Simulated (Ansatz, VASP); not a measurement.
# TaAs in two plane-wave programs

One calculation is typed for both programs; each brings its own data sets and cutoff. How far apart do they land?

Method: plane waves, with VASP 6.6.1 beside it; relaxation of cell and atoms at PBEsol, in Ansatz 0.2.0.

**1. Starting point**

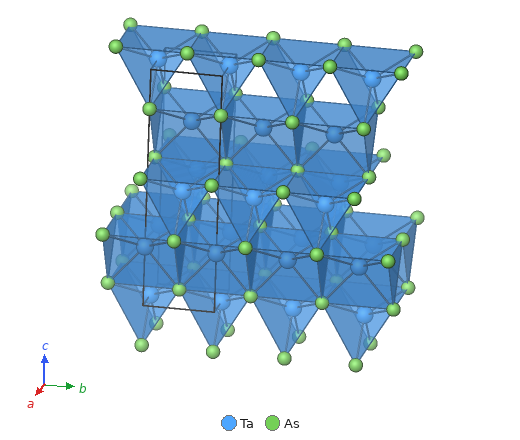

The starting structure, seen slightly off an axis (tantalum blue, arsenic green). 1×3×1 cells are drawn. This picture shows the conventional cell, with its axes. Some periodic images of atoms are drawn too.

As a file:

```cif
data_structure
_symmetry_space_group_name_H-M 'P 1'
_symmetry_Int_Tables_number 1
_cell_length_a 6.3531
_cell_length_b 6.3531
_cell_length_c 6.3531
_cell_angle_alpha 148.550
_cell_angle_beta 148.550
_cell_angle_gamma 45.074
_cell_volume 69.59
loop_
_atom_site_label
_atom_site_type_symbol
_atom_site_fract_x
_atom_site_fract_y
_atom_site_fract_z
_atom_site_occupancy
Ta1 Ta 0.49997 0.49997 0.00000 1
Ta2 Ta 0.24997 0.74997 0.50000 1
As3 As 0.08263 0.08263 0.00000 1
As4 As 0.83263 0.33263 0.50000 1
```

**2. VASP: relaxation of cell and atoms, PBEsol**

The relaxed volume is the usual yardstick between codes: its relative difference is about their pressure difference at one cell divided by the bulk modulus.

Lines of VASP's logs that name or quote its potential files are left out, and so is its time.

INCAR reads:

```
SYSTEM = TaAs
PREC = Accurate
ENCUT = 450
EDIFF = 1E-07
NELM = 100
ISMEAR = 1
SIGMA = 0.15
LREAL = .FALSE.
ALGO = Normal
GGA = PS
NBANDS = 22
LORBIT = 11
LWAVE = .FALSE.
LCHARG = .FALSE.
KPAR = 4
IBRION = 2
NSW = 50
ISIF = 3
EDIFFG = -0.002
```

POSCAR reads:

```
TaAs
1.0
   -1.7218133622      1.7218133622      5.8679415361
    1.7218133622     -1.7218133622      5.8679415361
    1.7218133622      1.7218133622     -5.8679415361
Ta As
2 2
Direct
    0.4999673000      0.4999673000      0.0000000000
    0.2499673000      0.7499673000      0.5000000000
    0.0826321200      0.0826321200      0.0000000000
    0.8326321200      0.3326321200      0.5000000000
```

KPOINTS reads:

```
Automatic mesh
0
Gamma
14 14 14
0 0 0
```

The projector-augmented-wave data sets are Ta_pv and As (PBE family, release 64).

Started as:

```console
$ mpirun -np 4 vasp_std
```

Numbers of over 12 decimals in the logs are rounded to 6 here.

The log of the run:

```text
[banner, memory and clock lines left out]
running    4 mpi-ranks, on    1 nodes
 distrk:  each k-point on    1 cores,    4 groups
 distr:  one band on    1 cores,    1 groups

 POSCAR found type information on POSCAR TaAs
 POSCAR found :  2 types and       4 ions
|                                                                             |
|               ----> ADVICE to this user running VASP <----                  |
|                                                                             |
|     You enforced a specific xc type in the INCAR file but a different       |
|     [... a line on the potential file left out ...]
|     I HOPE YOU KNOW WHAT YOU ARE DOING!                                     |
|                                                                             |

 LDA part: xc-table for (Slater+PW92), standard interpolation
 POSCAR, INCAR and KPOINTS ok, starting setup
 FFT: planning ... GRIDC
 FFT: planning ... GRID_SOFT
 FFT: planning ... GRID
 WAVECAR not read
 entering main loop
       N       E                     dE             d eps       ncg     rms          rms(c)
DAV:   1     0.219288161062E+03    0.21929E+03   -0.15323E+04 10752   0.125E+03
DAV:   2    -0.297861477652E+02   -0.24907E+03   -0.23895E+03 12426   0.347E+02
DAV:   3    -0.394202501569E+02   -0.96341E+01   -0.93745E+01 13904   0.611E+01
DAV:   4    -0.395806399212E+02   -0.16039E+00   -0.15950E+00 13082   0.751E+00
DAV:   5    -0.395841847787E+02   -0.35449E-02   -0.35420E-02 13840   0.889E-01    0.215E+01
DAV:   6    -0.378456534959E+02    0.17385E+01   -0.52665E+00 13126   0.139E+01    0.911E+00
DAV:   7    -0.377331595381E+02    0.11249E+00   -0.49572E-01 15044   0.444E+00    0.261E+00
DAV:   8    -0.377136851807E+02    0.19474E-01   -0.46461E-02 13274   0.999E-01    0.253E-01
DAV:   9    -0.377133453668E+02    0.33981E-03   -0.39168E-03 13714   0.329E-01    0.107E-01
DAV:  10    -0.377132880260E+02    0.57341E-04   -0.39541E-04 12974   0.162E-01    0.188E-02
DAV:  11    -0.377132863883E+02    0.16378E-05   -0.30087E-05 14408   0.294E-02    0.126E-02
DAV:  12    -0.377132833041E+02    0.30842E-05   -0.94049E-06 13228   0.208E-02    0.127E-03
DAV:  13    -0.377132833109E+02   -0.68148E-08   -0.41879E-07 12682   0.409E-03
   1 F= -.37713283E+02 E0= -.37713552E+02  d E =-.377133E+02
[... from here on, the cycles between the ionic steps are left out ...]
   2 F= -.37678685E+02 E0= -.37678894E+02  d E =0.345980E-01
   3 F= -.37726276E+02 E0= -.37726528E+02  d E =-.129926E-01
   4 F= -.37726276E+02 E0= -.37726528E+02  d E =-.129927E-01
   5 F= -.37727332E+02 E0= -.37727572E+02  d E =-.105586E-02
   6 F= -.37727493E+02 E0= -.37727717E+02  d E =-.121653E-02
   7 F= -.37727569E+02 E0= -.37727799E+02  d E =-.764345E-04
   8 F= -.37727583E+02 E0= -.37727811E+02  d E =-.900813E-04
   9 F= -.37727577E+02 E0= -.37727805E+02  d E =0.573997E-05
 trial-energy change:    0.000006  1 .order    0.000006   -0.000020    0.000032
 step:   0.3615(harm=  0.3448)  dis= 0.00009  next Energy=   -37.727587 (dE=-0.392E-05)
 bond charge predicted
       N       E                     dE             d eps       ncg     rms          rms(c)
DAV:   1    -0.377276143801E+02   -0.37486E-04   -0.10857E-03 10880   0.307E-01    0.456E-02
DAV:   2    -0.377275925722E+02    0.21808E-04   -0.63869E-05 11282   0.653E-02    0.170E-02
DAV:   3    -0.377275873487E+02    0.52235E-05   -0.13522E-05 13148   0.278E-02    0.391E-03
DAV:   4    -0.377275867800E+02    0.56868E-06   -0.11769E-06 13318   0.598E-03    0.164E-03
DAV:   5    -0.377275866173E+02    0.16274E-06   -0.23403E-07 10360   0.381E-03    0.152E-03
DAV:   6    -0.377275864934E+02    0.12389E-06   -0.22673E-08  5908   0.111E-03    0.211E-04
DAV:   7    -0.377275864971E+02   -0.36598E-08   -0.75932E-09  5542   0.520E-04
  10 F= -.37727586E+02 E0= -.37727815E+02  d E =-.386710E-05
 curvature:  -0.19 expect dE=-0.788E-07 dE for cont linesearch -0.425E-07
 trial: gam= 0.00000 g(F)=  0.180E-08 g(S)=  0.414E-06 ort =-0.230E-05 (trialstep = 0.804E+00)
 search vector abs. value=  0.416E-06
 reached required accuracy - stopping structural energy minimisation
```

Parts of OUTCAR (step 2):

```text
ion  position               nearest neighbor table
   1  0.500  0.500  0.000-   4 2.61   4 2.61   3 2.62   3 2.62   3 2.62   3 2.62   2 3.40   2 3.40
                             2 3.40   2 3.40
   2  0.250  0.750  0.500-   3 2.61   3 2.61   4 2.62   4 2.62   4 2.62   4 2.62   1 3.40   1 3.40
                             1 3.40   1 3.40
   3  0.083  0.083  0.000-   2 2.61   2 2.61   1 2.62   1 2.62   1 2.62   1 2.62
   4  0.833  0.333  0.500-   1 2.61   1 2.61   2 2.62   2 2.62   2 2.62   2 2.62

  LATTYP: Found a body centered tetragonal cell.
 ALAT       =     3.4436267244
 C/A-ratio  =     3.4080009279

 Subroutine GETGRP returns: Found  8 space group operations
 (whereof  4 operations were pure point group operations)

The static configuration has the point symmetry C_2v.
 The point group associated with its full space group is C_4v.

 Found    244 irreducible k-points:

   k-points           NKPTS =    244   k-points in BZ     NKDIM =    244   number of bands    NBANDS=     22

   dimension x,y,z NGX =    48 NGY =   48 NGZ =   48
   dimension x,y,z NGXF=    96 NGYF=   96 NGZF=   96

   ENCUT  =  450.0 eV  33.07 Ry    5.75 a.u.  10.99 10.99 10.99*2*pi/ulx,y,z

   NELECT =      32.0000    total number of electrons

 k-points in reciprocal lattice and weights: Automatic mesh
   0.00000000  0.00000000  0.00000000       0.000
   0.07142857  0.00000000 -0.00000000       0.003
   0.14285714  0.00000000 -0.00000000       0.003
   0.21428571  0.00000000 -0.00000000       0.003
   0.28571429  0.00000000  0.00000000       0.003
   0.35714286 -0.00000000  0.00000000       0.003
   0.42857143  0.00000000 -0.00000000       0.003
   0.50000000  0.00000000 -0.00000000       0.001
   0.07142857  0.07142857  0.00000000       0.003
[...]
-0.42857143 -0.42857143  0.42857143       0.001
   0.50000000  0.50000000  0.50000000       0.000

 average (electrostatic) potential at core
       1 -35.8592       2 -35.8592       3 -47.4961       4 -47.4961

 E-fermi :   6.9897

 k-point     1 :       0.0000    0.0000    0.0000
  band No.  band energies     occupation
    ...
     12       4.4883      2.00000
     13       4.5911      2.00000
     14       5.0333      2.00000
     15       5.3486      2.00000
     16       5.3486      2.00000
     17       7.8884     -0.00000
     18       8.5919     -0.00000
     19       9.4097     -0.00000
     20      10.1469      0.00000
     21      10.1469      0.00000
    ...

 k-point     2 :       0.0714    0.0000   -0.0000
  band No.  band energies     occupation
    ...
     12       4.4322      2.00000
     13       4.6734      2.00000
     14       4.9051      2.00000
     15       5.3271      2.00000
     16       5.4915      2.00000
     17       7.7833     -0.00000
     18       8.4614     -0.00000
     19       9.4401     -0.00000
     20       9.8464     -0.00000
     21      10.3410      0.00000
    ...

 k-point     3 :       0.1429    0.0000   -0.0000
  band No.  band energies     occupation
    ...
     12       4.2869      2.00000
     13       4.7886      2.00000
     14       4.9987      2.00000
     15       5.2296      2.00000
     16       5.7496      2.00000
     17       7.5929     -0.00000
     18       8.2415     -0.00000
     19       9.0552     -0.00000
     20       9.6912     -0.00000
     21      10.1409      0.00000
    ...

  Total        0.0041202      0.0041202     -0.0005918      0.0000000      0.0000000      0.0000000
  in kB        0.0966339      0.0966339     -0.0138793      0.0000000      0.0000000      0.0000000
  external PRESSURE =       0.0597962 kB  Pullay stress =       0.0000000 kB

  energy-cutoff  :      450.00
  volume of cell :       68.31
      direct lattice vectors                 reciprocal lattice vectors
    -1.716237793  1.716237793  5.798051943     0.000000000  0.291334920  0.086235861
     1.716237793 -1.716237793  5.798051943     0.291334920  0.000000000  0.086235861
     1.716237793  1.716237793 -5.798051943     0.291334920  0.291334920  0.000000000

 POSITION                                       TOTAL-FORCE (eV/Angst)
 -----------------------------------------------------------------------------------
      0.00000      0.00000      5.80161        -0.000000      0.000000     -0.000096
      1.71624     -0.00000      2.90259         0.000000     -0.000000     -0.000096
      0.00000      0.00000      0.95427         0.000000      0.000000      0.000096
      0.00000      1.71624      3.85330        -0.000000     -0.000000      0.000096
 -----------------------------------------------------------------------------------
    total drift:                                0.000000      0.000000      0.000265

  FREE ENERGIE OF THE ION-ELECTRON SYSTEM (eV)
  ---------------------------------------------------
  free  energy   TOTEN  =       -37.7275864971 eV

  energy  without entropy=      -37.7282714436  energy(sigma->0) =      -37.72781481

 reached required accuracy - stopping structural energy minimisation

 total charge
# of ion       s       p       d       tot
------------------------------------------
    1        0.280   6.167   2.421   8.868
    2        0.280   6.167   2.421   8.868
    3        1.191   1.684   0.086   2.961
    4        1.191   1.684   0.086   2.961
--------------------------------------------------
tot          2.942  15.702   5.013  23.657

[... 3 further parts left out ...]
```

CONTCAR:

```
TaAs
   1.00000000000000
    -1.7162377928481924    1.7162377928481924    5.7980519433680717
     1.7162377928481924   -1.7162377928481924    5.7980519433680717
     1.7162377928481924    1.7162377928481924   -5.7980519433680717
  Ta              As
     2     2
Direct
     0.5003070354394664    0.5003070354394664    0.0000000000000000
     0.2503070354394665    0.7503070354394665    0.5000000000000000
     0.0822923845605347    0.0822923845605347    0.0000000000000000
     0.8322923845605346    0.3322923845605346    0.5000000000000000
```

(Part 1 of 2 ends here.)

[Lines on the potential files, build, host, timing and source positions are cut from VASP's logs without a mark.]

[Logs are printed without paths, hosts, clocks, repeated set-up lines and the standing remarks that a program may print on its own settings, such as how far it seeks lower states.]

[Hosts, paths, dates, database ids (printed as entryN), source tags and the programs' standing remarks are cut or masked in the printed files.]
